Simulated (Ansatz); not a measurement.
C$_{2}$H$_{4}$BF: several calculations on one system

## 1. Relaxation

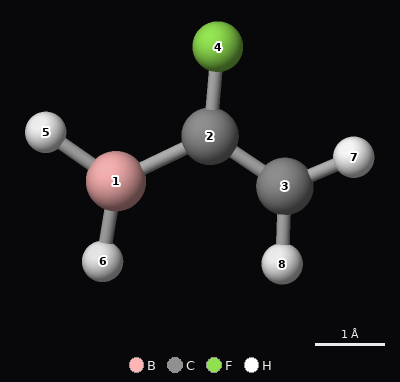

Starting structure of C₂H₄BF. Style: ball-and-stick. Shown face on.

The run prepares an end point of a later path (torsion) calculation, from a guessed geometry.

Computed with RKS B3LYP/def2-SVP (Ansatz).

Input file:
```yaml
crystal:
  periodic: [false, false, false]
  atoms:
    - { symbol: B, position_ang: [-0.3227, 1.1357, -0.402] }
    - { symbol: C, position_ang: [-0.1563, -0.3717, -0.3325] }
    - { symbol: C, position_ang: [0.4577, -0.9223, 0.6845] }
    - { symbol: F, position_ang: [-0.5549, -1.1456, -1.3346] }
    - { symbol: H, position_ang: [-0.9415, 1.6388, -1.3541] }
    - { symbol: H, position_ang: [0.0313, 1.9084, 0.4384] }
    - { symbol: H, position_ang: [0.6572, -1.9972, 0.7387] }
    - { symbol: H, position_ang: [0.9213, -0.3032, 1.5058] }
basis:
  gaussian: { orbitals: def2-SVP }
hamiltonian:
  xc: b3lyp
relax:
  f_tol: 0.015
  max_steps: 40
```

Launched with:
```bash
ansatz run input.yaml --threads 1 --pin off --max-ram 2048MiB --backend cpu --events-out ev --progress --plain --runs-dir out
```

What does the optimiser find from here?

Answer. The energy falls by 4.10 kcal/mol in 4 geometry steps. The largest force component goes from 2.7 to 0.015 eV/Å. B1 moves most after the best rigid fit: 0.068 Å. By element the largest moves are B 0.068 Å, C 0.061 Å, H 0.037 Å, F 0.033 Å. Among the contacts that change: B1–H5 1.242 → 1.203 Å, C2–C3 1.309 → 1.347 Å, C3–H8 1.128 → 1.091 Å, C2–F4 1.327 → 1.353 Å. Among the angles between lasting bonds that change: C2–B1–H6 125.3° → 118.3°, H5–B1–H6 115.1° → 120.8°, B1–C2–C3 120.3° → 124.2°. Cost: 14 s on 1 thread of Arm Neoverse V1, on a shared host, peak memory 0.14 GiB.

Final geometry:

```xyz
8

B    -0.3655    1.1757   -0.4370
C    -0.1233   -0.3443   -0.3260
C     0.5136   -0.9363    0.7029
F    -0.5828   -1.1314   -1.3258
H    -0.9476    1.6397   -1.3822
H     0.0415    1.8854    0.4464
H     0.6599   -2.0203    0.7440
H     0.8963   -0.3254    1.5218
```

After the run, drawn alike:

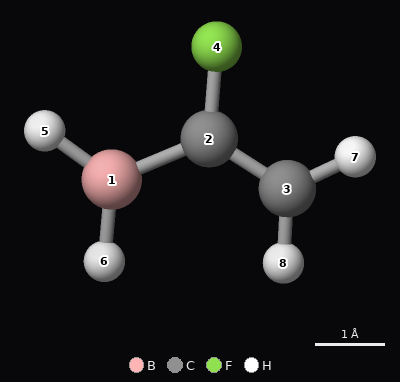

## 2. Relaxation

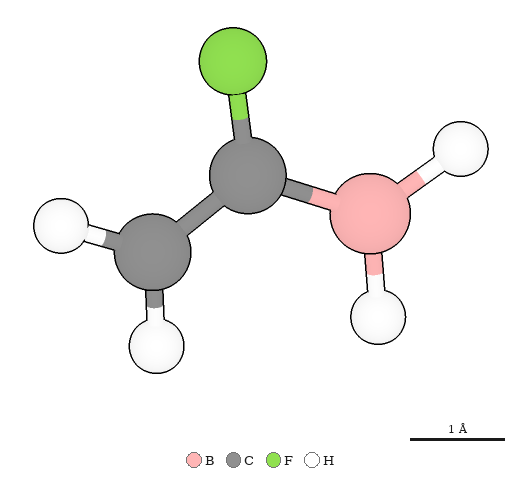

Starting structure of C₂H₄BF. Style: ball-and-stick. Shown at a tilt.

The run prepares an end point of a later path (torsion) calculation, from a guessed geometry.

All numbers below come from RKS B3LYP/def2-SVP in Ansatz.

Input file:
```yaml
crystal:
  periodic: [false, false, false]
  atoms:
    - { symbol: B, position_ang: [-0.3227, 1.1357, -0.402] }
    - { symbol: C, position_ang: [-0.1563, -0.3717, -0.3325] }
    - { symbol: C, position_ang: [-0.6255, -1.13286, -1.28902] }
    - { symbol: F, position_ang: [0.39112, -0.9459, 0.73176] }
    - { symbol: H, position_ang: [-0.9415, 1.6388, -1.3541] }
    - { symbol: H, position_ang: [0.0313, 1.9084, 0.4384] }
    - { symbol: H, position_ang: [-0.58569, -2.22578, -1.24327] }
    - { symbol: H, position_ang: [-1.20447, -0.70681, -2.15851] }
basis:
  gaussian: { orbitals: def2-SVP }
hamiltonian:
  xc: b3lyp
relax:
  f_tol: 0.015
  max_steps: 40
output:
  orbitals: {}
```

Launched with:
```bash
ansatz run input.yaml --threads 1 --pin off --max-ram 2048MiB --backend cpu --events-out ev --progress --plain --runs-dir out
```

**What does the optimiser find from here?**

The largest move after the best rigid fit is that of H6, 0.078 Å. By element the largest moves are H 0.078 Å, C 0.071 Å, B 0.063 Å, F 0.056 Å. Some distances before and after: B1–H5 1.242 → 1.204 Å, C2–C3 1.309 → 1.347 Å, C3–H8 1.128 → 1.091 Å, C2–F4 1.327 → 1.353 Å. Among the angles between lasting bonds that change: H5–B1–H6 115.1° → 120.7°, C2–B1–H6 125.3° → 120.9°, B1–C2–C3 120.3° → 124.2°. After 6 geometry steps the energy has fallen by 15.8 kJ/mol. Largest force component: 2.7 eV/Å at the start, 0.0082 eV/Å at the end.

The structure at the end:

```xyz
8

B    -0.3566    1.1891   -0.3967
C    -0.2166   -0.3473   -0.3521
C    -0.6769   -1.1772   -1.3081
F     0.4095   -0.8960    0.7146
H    -0.9138    1.6847   -1.3418
H     0.0800    1.8761    0.4895
H    -0.5522   -2.2621   -1.2338
H    -1.1870   -0.7674   -2.1809
```

The end point in the same view:

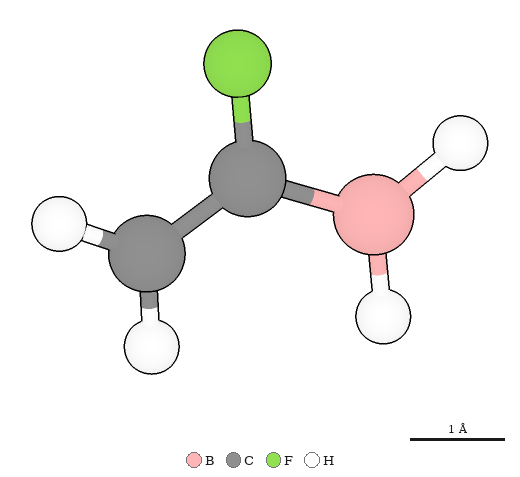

## 3. Path

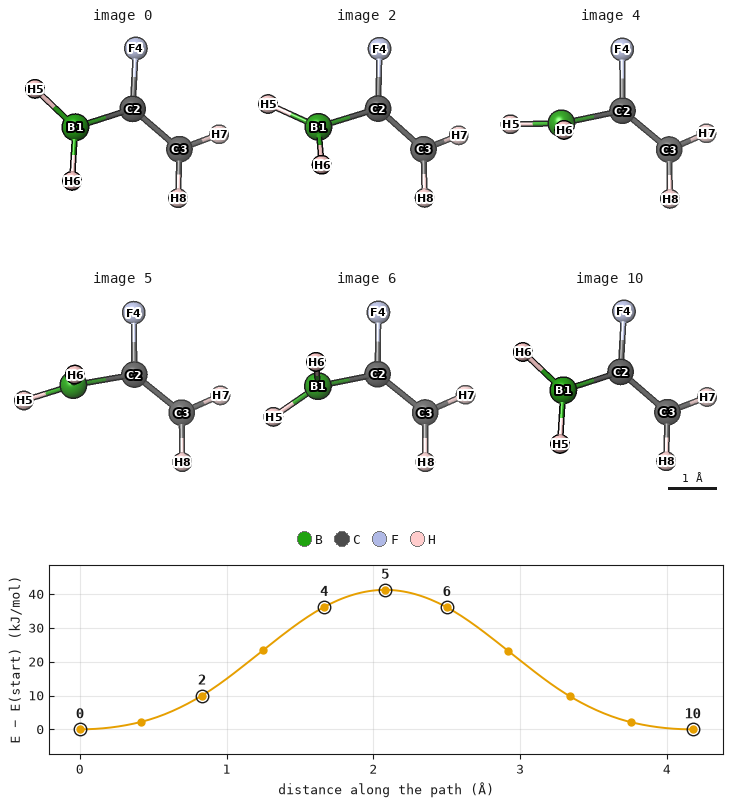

A nudged-elastic-band calculation for C$_{2}$H$_{4}$BF. Images are numbered from 0 (start) to 10 (end). A ball-and-stick model, seen at a tilt.

All numbers below come from RKS B3LYP/def2-SVP (Ansatz). Settings: 9 movable images; climbing image; force threshold 0.05 eV/Å; iteration limit 60; starting path through a guess of the saddle point.

Question: What happens along the path, and what is the barrier?

Answer: The motion is a rotation about the B1–C2 bond by about 180°. No bond forms or breaks between the ends. Among the angles between lasting bonds that change up to the highest image: B1–C2–F4 117.8° → 107.1°, B1–C2–C3 124.2° → 132.9°. The two ends have the same energy, and the highest point, image 5, lies 41.2 kJ/mol above the start. The band is converged. At the top, the vibrational analysis gives one imaginary mode (358i cm⁻¹), as a transition state must have.
